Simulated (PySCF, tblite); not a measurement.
# C₆H₇FO: a rotation path, then NMR shifts on frames, part 2 of 2

tblite 0.8.0 and PySCF 2.14.0. Atoms count from 0.

**5. NMR shieldings: image 5, PBE0/pcSseg-1**

The job: settings as JSON, then the geometry in Å.

```
{"job": {"kind": "nmr", "xc": "PBE0", "basis": "pcSseg-1", "pop": false}, "charge": 0, "multiplicity": 1}
C     -1.339100     1.428400     0.824400
C     -0.977700     0.830400    -0.294800
C     -0.821200    -0.649200    -0.447100
C      0.628000    -1.011600    -0.782700
C      1.572400    -0.661700     0.333200
F      2.656200    -1.498600     0.453400
C      1.492000     0.332600     1.173700
O      1.452300     1.205600     1.944800
H     -1.420600     2.498500     0.902300
H     -1.554000     0.869200     1.720300
H     -0.760200     1.410700    -1.182200
H     -1.463500    -1.001300    -1.258800
H     -1.122700    -1.152600     0.472900
H      0.934500    -0.504800    -1.704000
H      0.719100    -2.087600    -0.947200
```

With the program's defaults for keys left out, this is: GIAO PBE0/pcSseg-1 NMR shielding, non-relativistic, gas phase.

Output:

```text
coarse grid: 13032 points
cycle   1  E = -407.1484029891  dE =  1.216e+00  |g| = 7.673e-01  |ddm| = 3.566e+00
cycle   2  E = -406.7701240549  dE =  3.783e-01  |g| = 1.626e+00  |ddm| = 1.606e+00
cycle   3  E = -407.2486412049  dE = -4.785e-01  |g| = 2.506e-01  |ddm| = 1.175e+00
cycle   4  E = -407.2614805595  dE = -1.284e-02  |g| = 7.438e-02  |ddm| = 2.498e-01
cycle   5  E = -407.2624121464  dE = -9.316e-04  |g| = 2.359e-02  |ddm| = 6.653e-02
cycle   6  E = -407.2625272870  dE = -1.151e-04  |g| = 5.701e-03  |ddm| = 2.362e-02
cycle   7  E = -407.2625349904  dE = -7.703e-06  |g| = 1.365e-03  |ddm| = 5.470e-03
final grid: 127664 points
cycle   8  E = -407.3292678264  dE = -2.039e-05  |g| = 1.396e-02  |ddm| = 2.866e-02
cycle   9  E = -407.3291470569  dE =  1.208e-04  |g| = 2.884e-02  |ddm| = 2.688e-02
cycle  10  E = -407.3293046994  dE = -1.576e-04  |g| = 3.182e-03  |ddm| = 1.908e-02
cycle  11  E = -407.3293070085  dE = -2.309e-06  |g| = 3.787e-04  |ddm| = 2.571e-03
cycle  12  E = -407.3293070274  dE = -1.891e-08  |g| = 1.998e-04  |ddm| = 4.597e-04
cycle  13  E = -407.3293070358  dE = -8.384e-09  |g| = 3.179e-05  |ddm| = 1.732e-04
cycle  14  E = -407.3293070360  dE = -2.146e-10  |g| = 1.706e-05  |ddm| = 4.179e-05
converged SCF energy = -407.3293070360

GIAO shielding tensors (ppm)
atom      isotropic    diamagn.    paramagn.     s11        s22        s33       span
  0 C       56.027     255.735    -199.708    -64.121     72.840    159.363    223.484
  1 C       44.768     259.783    -215.014    -72.413     50.876    155.843    228.256
  2 C      150.428     248.171     -97.742    143.924    148.111    159.250     15.326
  3 C      159.200     250.141     -90.940    148.072    155.853    173.675     25.602
  4 C       51.632     252.185    -200.553    -64.312     89.991    129.218    193.530
  5 F      499.283     468.905      30.377    294.084    380.156    823.607    529.522
  6 C      -77.425     260.900    -338.325   -124.755    -83.981    -23.539    101.215
  7 O     -280.363     401.307    -681.670   -758.000   -286.209    203.121    961.121
  8 H       26.366      30.602      -4.237     22.841     26.203     30.053      7.211
  9 H       26.180      32.554      -6.374     21.650     26.704     30.187      8.537
 10 H       25.983      33.172      -7.189     23.398     25.874     28.678      5.280
 11 H       28.963      30.217      -1.255     24.978     27.339     34.571      9.593
 12 H       29.425      32.284      -2.859     26.283     28.460     33.532      7.249
 13 H       28.376      30.551      -2.174     24.336     26.991     33.803      9.468
 14 H       29.265      29.766      -0.501     25.196     27.921     34.678      9.482
```

Wall time 35 s (1 thread of Intel Xeon at 2.70GHz, shared host); peak memory 0.8 GiB.

This run: δ C6 264.4, C1 142.2, C4 135.3, C0 130.9, H10 5.73, H9 5.54 ppm.

**6. Nuclear shieldings: image 6, PBE0/pcSseg-1**

The job: settings as JSON, then the geometry in Å.

```
{"job": {"kind": "nmr", "xc": "PBE0", "basis": "pcSseg-1", "pop": false}, "charge": 0, "multiplicity": 1}
C     -1.319800     1.485600     0.777900
C     -0.970900     0.839900    -0.318300
C     -0.816100    -0.645500    -0.412700
C      0.620700    -1.029300    -0.772200
C      1.597100    -0.649100     0.304900
F      2.809100    -1.291300     0.229500
C      1.433400     0.219200     1.263500
O      1.298300     0.972700     2.142200
H     -1.404100     2.557800     0.809100
H     -1.521100     0.966700     1.700800
H     -0.768000     1.382100    -1.232800
H     -1.480300    -1.028800    -1.192200
H     -1.095200    -1.111000     0.534300
H      0.913600    -0.550300    -1.712800
H      0.698800    -2.110700    -0.912900
```

Method: GIAO PBE0/pcSseg-1 NMR shielding, non-relativistic, gas phase.

Output:

```text
coarse grid: 13032 points
cycle   1  E = -407.1501962103  dE =  1.217e+00  |g| = 7.647e-01  |ddm| = 3.577e+00
cycle   2  E = -406.7762491915  dE =  3.739e-01  |g| = 1.618e+00  |ddm| = 1.591e+00
cycle   3  E = -407.2499412346  dE = -4.737e-01  |g| = 2.486e-01  |ddm| = 1.166e+00
cycle   4  E = -407.2625743110  dE = -1.263e-02  |g| = 7.369e-02  |ddm| = 2.455e-01
cycle   5  E = -407.2634834236  dE = -9.091e-04  |g| = 2.363e-02  |ddm| = 6.543e-02
cycle   6  E = -407.2635986749  dE = -1.153e-04  |g| = 5.702e-03  |ddm| = 2.350e-02
cycle   7  E = -407.2636063678  dE = -7.693e-06  |g| = 1.425e-03  |ddm| = 5.448e-03
final grid: 127664 points
cycle   8  E = -407.3300757466  dE = -1.955e-05  |g| = 1.414e-02  |ddm| = 2.913e-02
cycle   9  E = -407.3299507516  dE =  1.250e-04  |g| = 2.932e-02  |ddm| = 2.715e-02
cycle  10  E = -407.3301136981  dE = -1.629e-04  |g| = 3.158e-03  |ddm| = 1.934e-02
cycle  11  E = -407.3301159861  dE = -2.288e-06  |g| = 3.856e-04  |ddm| = 2.544e-03
cycle  12  E = -407.3301160064  dE = -2.030e-08  |g| = 2.003e-04  |ddm| = 4.594e-04
cycle  13  E = -407.3301160149  dE = -8.490e-09  |g| = 3.350e-05  |ddm| = 1.749e-04
cycle  14  E = -407.3301160151  dE = -2.245e-10  |g| = 1.717e-05  |ddm| = 4.152e-05
converged SCF energy = -407.3301160151

GIAO shielding tensors (ppm)
atom      isotropic    diamagn.    paramagn.     s11        s22        s33       span
  0 C       56.487     255.862    -199.375    -62.999     73.420    159.041    222.040
  1 C       44.941     259.531    -214.590    -71.800     51.355    155.268    227.068
  2 C      152.737     248.916     -96.179    143.532    150.071    164.607     21.075
  3 C      159.211     249.865     -90.654    149.563    154.670    173.400     23.837
  4 C       51.625     252.449    -200.824    -66.557     89.042    132.390    198.947
  5 F      498.721     469.383      29.338    298.610    390.632    806.920    508.310
  6 C      -77.827     261.160    -338.987   -129.028    -83.250    -21.203    107.825
  7 O     -277.365     401.373    -678.738   -750.698   -290.862    209.467    960.165
  8 H       26.254      30.512      -4.258     22.675     26.098     29.989      7.314
  9 H       26.472      32.846      -6.373     21.844     27.099     30.474      8.631
 10 H       25.958      33.023      -7.065     23.457     25.729     28.688      5.231
 11 H       28.920      30.224      -1.304     24.903     27.367     34.489      9.586
 12 H       29.621      32.599      -2.978     26.441     28.406     34.015      7.575
 13 H       28.502      30.550      -2.049     24.774     26.961     33.770      8.996
 14 H       29.041      29.565      -0.523     24.914     27.565     34.644      9.730
```

It took 41 s on 1 thread of Intel Xeon at 2.70GHz, shared host; peak memory 0.8 GiB.

Key values: δ C6 264.8, C1 142.0, C4 135.3, C0 130.4, H10 5.76, H8 5.46 ppm.

**7. NMR shieldings: image 8, PBE0/pcSseg-1**

The job: settings as JSON, then the geometry in Å.

```
{"job": {"kind": "nmr", "xc": "PBE0", "basis": "pcSseg-1", "pop": false}, "charge": 0, "multiplicity": 1}
C     -1.409500     1.566300     0.699600
C     -0.896900     0.873800    -0.299300
C     -0.789600    -0.619800    -0.332900
C      0.609900    -1.080700    -0.739600
C      1.667600    -0.619400     0.224500
F      2.952200    -0.916000    -0.149400
C      1.462700     0.023100     1.338900
O      1.237000     0.578700     2.338200
H     -1.476800     2.640000     0.673800
H     -1.783800     1.087300     1.589300
H     -0.530500     1.381200    -1.182400
H     -1.500400    -1.009200    -1.068400
H     -1.054100    -1.034800     0.641800
H      0.862700    -0.689200    -1.729900
H      0.645200    -2.173400    -0.795800
```

With the program's defaults for keys left out, this is: GIAO PBE0/pcSseg-1 NMR shielding, non-relativistic, gas phase.

Output:

```text
coarse grid: 13032 points
cycle   1  E = -407.1522028609  dE =  1.213e+00  |g| = 7.626e-01  |ddm| = 3.574e+00
cycle   2  E = -406.7852989686  dE =  3.669e-01  |g| = 1.605e+00  |ddm| = 1.592e+00
cycle   3  E = -407.2521764991  dE = -4.669e-01  |g| = 2.444e-01  |ddm| = 1.161e+00
cycle   4  E = -407.2644058206  dE = -1.223e-02  |g| = 7.242e-02  |ddm| = 2.406e-01
cycle   5  E = -407.2652828154  dE = -8.770e-04  |g| = 2.330e-02  |ddm| = 6.461e-02
cycle   6  E = -407.2653942152  dE = -1.114e-04  |g| = 5.549e-03  |ddm| = 2.296e-02
cycle   7  E = -407.2654015142  dE = -7.299e-06  |g| = 1.292e-03  |ddm| = 5.268e-03
final grid: 127664 points
cycle   8  E = -407.3320121206  dE = -2.475e-05  |g| = 1.371e-02  |ddm| = 3.008e-02
cycle   9  E = -407.3318989128  dE =  1.132e-04  |g| = 2.804e-02  |ddm| = 2.601e-02
cycle  10  E = -407.3320475339  dE = -1.486e-04  |g| = 3.157e-03  |ddm| = 1.851e-02
cycle  11  E = -407.3320497722  dE = -2.238e-06  |g| = 3.836e-04  |ddm| = 2.501e-03
cycle  12  E = -407.3320497906  dE = -1.847e-08  |g| = 1.967e-04  |ddm| = 4.378e-04
cycle  13  E = -407.3320497985  dE = -7.830e-09  |g| = 3.110e-05  |ddm| = 1.744e-04
cycle  14  E = -407.3320497987  dE = -1.891e-10  |g| = 1.658e-05  |ddm| = 3.887e-05
converged SCF energy = -407.3320497987

GIAO shielding tensors (ppm)
atom      isotropic    diamagn.    paramagn.     s11        s22        s33       span
  0 C       59.559     254.896    -195.337    -57.661     76.624    159.714    217.375
  1 C       42.883     259.012    -216.129    -76.010     52.290    152.370    228.380
  2 C      155.461     249.631     -94.171    143.565    150.429    172.388     28.823
  3 C      157.750     249.511     -91.762    148.376    151.705    173.168     24.792
  4 C       54.650     253.379    -198.728    -65.295     87.722    141.524    206.819
  5 F      493.636     469.774      23.862    305.773    402.154    772.980    467.207
  6 C      -73.816     261.584    -335.400   -120.642    -82.262    -18.544    102.097
  7 O     -266.138     401.470    -667.608   -727.001   -285.889    214.475    941.476
  8 H       26.247      30.202      -3.955     22.707     25.782     30.253      7.547
  9 H       26.472      32.488      -6.016     22.103     26.767     30.546      8.443
 10 H       25.869      33.133      -7.264     23.294     25.293     29.020      5.726
 11 H       28.930      30.222      -1.292     24.546     27.592     34.652     10.106
 12 H       29.939      33.230      -3.291     26.777     28.635     34.405      7.628
 13 H       28.777      30.680      -1.903     25.290     27.313     33.728      8.438
 14 H       28.514      29.240      -0.726     24.214     26.859     34.467     10.253
```

Run time: 35 s. Hardware: 1 thread of Intel Xeon at 2.70GHz, shared host; peak memory 0.8 GiB.

In short: δ C6 260.7, C1 144.0, C4 132.3, C0 127.4, H10 5.85, H8 5.47 ppm.

**8. Comparing the runs: NMR shifts**

Shifts (ppm) of some atoms, chosen among heavy atoms and hydrogens apart, with basis size and wall time:

```csv
frame,C6,C4,C2,H14,H13,F5,O7,functions,time
image 0,252.5,119.9,36.9,3.14,2.15,-322.6,575.9,171,36 s
image 2,255.9,124.7,39.2,2.61,2.90,-321.0,592.0,171,33 s
image 5,264.4,135.3,36.5,2.45,3.34,-328.3,616.4,171,35 s
image 6,264.8,135.3,34.2,2.68,3.22,-327.8,613.4,171,41 s
image 8,260.7,132.3,31.5,3.20,2.94,-322.7,602.2,171,35 s
```

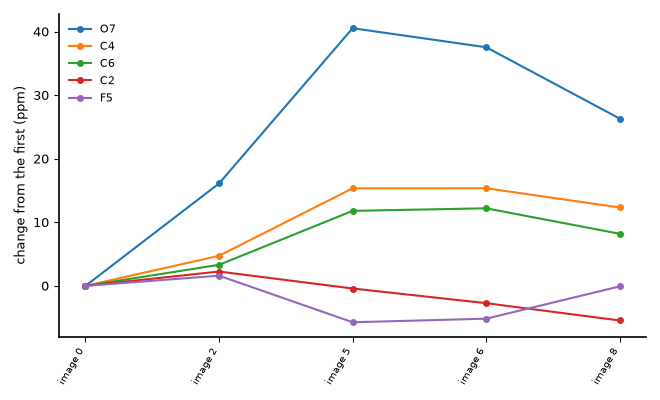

How five of the tabulated atoms move from run to run.

**9. Summary of results**

This closing draws on all 2 parts.

| quantity | value |
| --- | --- |
| barrier | 0.036 eV (0.8 kcal/mol) at image 5 |
| end to end (GFN2-xTB) | 0.017 eV |
| ¹³C shifts against TMS (PBE0/pcSseg-1, image 0) | 252.5, 144.9, 127.6, 119.9, 36.9, 33.8 ppm |
| ¹H shifts against TMS (PBE0/pcSseg-1, image 0) | 5.73, 5.61, 5.58, 3.14, 2.63, 2.47, 2.15 ppm |
| ¹⁹F shifts against CFCl3 (PBE0/pcSseg-1, image 0) | -322.6 ppm |
| ¹⁷O shifts against H2O (PBE0/pcSseg-1, image 0) | 575.9 ppm |
| range of the shift of O7 | 575.9 to 616.4 ppm |

**Reading.** Along the band the dihedral turns by 109°, and the top (dihedral 148°) lies 0.8 kcal/mol above the start (GFN2-xTB, rough), so at room temperature this motion is fast. Ends this close can change order at a higher level. The top was not checked by a frequency run. Shifts at one fixed geometry are not the observed spectrum, which averages over the motion. In the first frame run (image 0): The widest tensor belongs to O7: span 904 ppm, with a paramagnetic part of -641 ppm. Across the 5 runs the shift of O7 moves most, between 575.9 (image 0) and 616.4 ppm (image 5).
